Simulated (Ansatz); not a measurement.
# ZrH3 (Pm-3m): phonons and vibrational spectra, part 2 of 2

Wanted: vibrations and spectra of ZrH3 (Pm-3m); the cell is already relaxed. After the zone centre comes a 4×4×4 q mesh on a 12×12×12 k mesh.

Ansatz 0.2.0; DFT PBEsol+D3(BJ), scalar-relativistic, plane waves, PAW.

So far. Step 2 (Modes at Γ): Before it was imposed, the acoustic sum rule was missed by 1.5e-5 eV/Å². Small misses are needed for a sound result but don't prove that mesh and cutoff are converged. The lowest optical mode is real, 768 cm⁻¹.

## (3) Phonons on a q mesh (continued)

The partial phonon density of states has structure finer than the step of the table below, so its rows give means over 100 cm⁻¹, whole bins alone (the curve runs from -10 to 1296 cm⁻¹). Peaks (cm⁻¹: height): H 754.2: 0.0199, 976.0: 0.0220, 1115.7: 0.0366; Zr 146.1: 0.0210, 203.6: 0.0226.

Phonopy on the run's constants, 19x19x19 mesh, Gaussian sigma 9.3 cm-1. Interpolated from a 4×4×4 q mesh. Partial phonon density of states against wavenumber; means over each step; values in 1/cm⁻¹/cell:

| wavenumber (cm⁻¹) | H | Zr |
| --- | --- | --- |
| 100 | 8.2e-5 | 0.00804 |
| 200 | 4.5e-5 | 0.0184 |
| 300 | 3.2e-6 | 0.00321 |
| 400 | 0 | 0 |
| 500 | 0 | 0 |
| 600 | 0 | 0 |
| 700 | 0.00524 | 2.0e-5 |
| 800 | 0.0180 | 5.8e-5 |
| 900 | 0.0159 | 8.3e-6 |
| 1000 | 0.0193 | 3.4e-5 |
| 1100 | 0.0235 | 1.4e-5 |
| 1200 | 0.00789 | 0 |

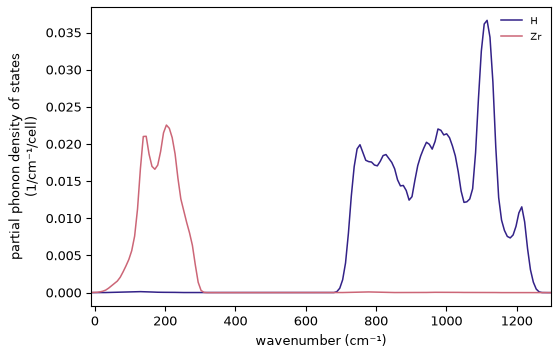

Partial phonon density of states, plotted against wavenumber.

Harmonic thermodynamic functions per atom, from the density of states. Interpolated from a 4×4×4 q mesh. Thermodynamic functions, by row:

| T (K) | F_vib (meV/atom) | S (J/mol-atom/K) | C_V (J/mol-atom/K) |
| --- | --- | --- | --- |
| 0 | 144.1 | 0 | 0 |
| 50 | 144 | 0.398 | 1.17 |
| 100 | 143.4 | 2.02 | 3.602 |
| 200 | 139.5 | 5.398 | 6.417 |
| 300 | 132.3 | 8.652 | 9.987 |
| 400 | 121.5 | 12.02 | 13.51 |
| 500 | 107.4 | 15.35 | 16.26 |
| 600 | 89.8 | 18.5 | 18.25 |
| 700 | 69.09 | 21.43 | 19.69 |
| 800 | 45.47 | 24.13 | 20.74 |
| 900 | 19.15 | 26.62 | 21.52 |
| 1000 | -9.64 | 28.91 | 22.1 |

Harmonic mean-square displacement, third of the trace. Interpolated from a 4×4×4 q mesh. Mean square displacements, by row:

| T (K) | Zr1 U_eq (Å²) | H2 U_eq (Å²) | H3 U_eq (Å²) | H4 U_eq (Å²) |
| --- | --- | --- | --- | --- |
| 0 | 0.0011 | 0.0178 | 0.0178 | 0.0178 |
| 100 | 0.00148 | 0.01799 | 0.01799 | 0.01799 |
| 300 | 0.00341 | 0.01912 | 0.01912 | 0.01912 |
| 600 | 0.0066 | 0.02405 | 0.02405 | 0.02405 |

Symmetry leaves 10 wavevectors to solve. The lowest mode among them, the acoustic zeros apart, lies at q = (0, 0, 0.25) and is real, 94.1 cm⁻¹.

## (4) Isotope substitution, element H, natural mass 1.008 amu

An isotope changes the mass and not the force constants, so no new electronic calculation is needed; the shifts show which modes move this element.

The same force constants with the mass of H changed from 1.008 to 2.014 u (phonopy, no LO-TO term). Both lists are sorted by frequency; levels can cross, so a row need not hold one and the same mode. Modes under 3 cm⁻¹ are left out. Isotope shifts, by row, the first 40 of 45 rows:

| q | rank | natural mass (cm⁻¹) | changed mass (cm⁻¹) |
| --- | --- | --- | --- |
| 0 0 0 | 4 | 768.5 | 551.3 |
| 0 0 0 | 5 | 768.5 | 551.3 |
| 0 0 0 | 6 | 768.5 | 551.3 |
| 0 0 0 | 7 | 1005 | 710.9 |
| 0 0 0 | 8 | 1005 | 710.9 |
| 0 0 0 | 9 | 1005 | 710.9 |
| 0 0 0 | 10 | 1024 | 725.8 |
| 0 0 0 | 11 | 1024 | 725.8 |
| 0 0 0 | 12 | 1024 | 725.8 |
| 0 0 0.25 | 1 | 94.14 | 93.32 |
| 0 0 0.25 | 2 | 94.14 | 93.32 |
| 0 0 0.25 | 3 | 186.2 | 185.2 |
| 0 0 0.25 | 4 | 797.5 | 568 |
| 0 0 0.25 | 5 | 797.5 | 568 |
| 0 0 0.25 | 6 | 803.1 | 570.2 |
| 0 0 0.25 | 7 | 995.2 | 704.9 |
| 0 0 0.25 | 8 | 995.2 | 704.9 |
| 0 0 0.25 | 9 | 1052 | 745.7 |
| 0 0 0.25 | 10 | 1066 | 755 |
| 0 0 0.25 | 11 | 1066 | 755 |
| 0 0 0.25 | 12 | 1074 | 760 |
| 0 0 -0.5 | 1 | 140.7 | 140.4 |
| 0 0 -0.5 | 2 | 140.7 | 140.4 |
| 0 0 -0.5 | 3 | 286.1 | 286 |
| 0 0 -0.5 | 4 | 812 | 574.6 |
| 0 0 -0.5 | 5 | 827.4 | 585.3 |
| 0 0 -0.5 | 6 | 827.4 | 585.3 |
| 0 0 -0.5 | 7 | 972 | 689.2 |
| 0 0 -0.5 | 8 | 972 | 689.2 |
| 0 0 -0.5 | 9 | 1097 | 776.1 |
| 0 0 -0.5 | 10 | 1127 | 797.4 |
| 0 0 -0.5 | 11 | 1140 | 806.4 |
| 0 0 -0.5 | 12 | 1140 | 806.4 |
| 0 0.25 0.25 | 1 | 113.6 | 113 |
| 0 0.25 0.25 | 2 | 177.5 | 176.7 |
| 0 0.25 0.25 | 3 | 205.6 | 205.4 |
| 0 0.25 0.25 | 4 | 701.7 | 498.3 |
| 0 0.25 0.25 | 5 | 824.9 | 585 |
| 0 0.25 0.25 | 6 | 835.8 | 591.5 |
| 0 0.25 0.25 | 7 | 911.9 | 645.2 |

A mode of this element alone would shift by -29.26 %. The highest zone-centre frequency without the field goes from 1024.1 to 725.8 cm⁻¹ (-29.1 %). The product of the frequency ratios over all optical modes at Γ is 0.047; the product rule, (m/m′)^(3k/2) (M′/M)^(3/2) with k = 3 such atoms and M the mass of the cell, gives 0.047.

## (5) Isotope substitution, element Zr, natural mass 91.222 amu

The same for Zr, from 91.22 to 95.91 u.

A mode of this element alone would shift by -2.47 %. The highest zone-centre frequency without the field goes from 1024.1 to 1024.0 cm⁻¹ (-0.0 %). The product of the frequency ratios over all optical modes at Γ is 0.998; the product rule, (m/m′)^(3k/2) (M′/M)^(3/2) with k = 1 such atoms and M the mass of the cell, gives 0.998.

## (6) Outcome

| Quantity | Value |
| --- | --- |
| space group (within 0.01 Å) | Pm-3m |
| volume per atom | 7.14 Å³ |
| electronic character | no gap on this mesh |
| highest optical mode at the zone centre (no LO-TO term) | 1024 cm⁻¹ |
| lowest optical zone-centre mode | 768 cm⁻¹ |
| lowest mode on the q mesh (acoustic modes at Γ apart) | 94.1 cm⁻¹ |
| highest frequency on the path or at a solved wavevector | 1251 cm⁻¹ |
| zero-point energy per atom | 144 meV |
| heat capacity at 300 K | 9.99 J/(mol atoms K) |
| vibrational entropy at 300 K | 8.65 J/(mol atoms K) |
| Debye temperature (second moment) | 1589 K |
| imaginary modes on the 4×4×4 q mesh | none |

What this shows: The structure is a minimum as far as tested: no mode is imaginary at the 10 irreducible wavevectors of the 4×4×4 mesh, and the softest away from the acoustic zeros lies at 94 cm⁻¹. The optical modes at Γ span 768 to 1024 cm⁻¹. The highest mode in this list at Γ, 1024.1 cm⁻¹, is mostly motion of H (100 % of the kinetic energy). On the path and the mesh, the widest gap between branches runs from 286 to 702 cm⁻¹. With no gap, or one that is small against the smearing, the frequencies hang on the k mesh and the smearing, most of all near Kohn anomalies. The phonon runs are without spin polarisation, although the cell has an odd electron count. In the phonons the program treats the change of the C6 weights of the dispersion term with coordination only in part. These are harmonic frequencies at zero temperature: anharmonic shifts, linewidths and thermal expansion are left out.

[Hosts, paths, dates, database ids (printed as entryN), source tags and the programs' standing remarks are cut or masked in the printed files.]
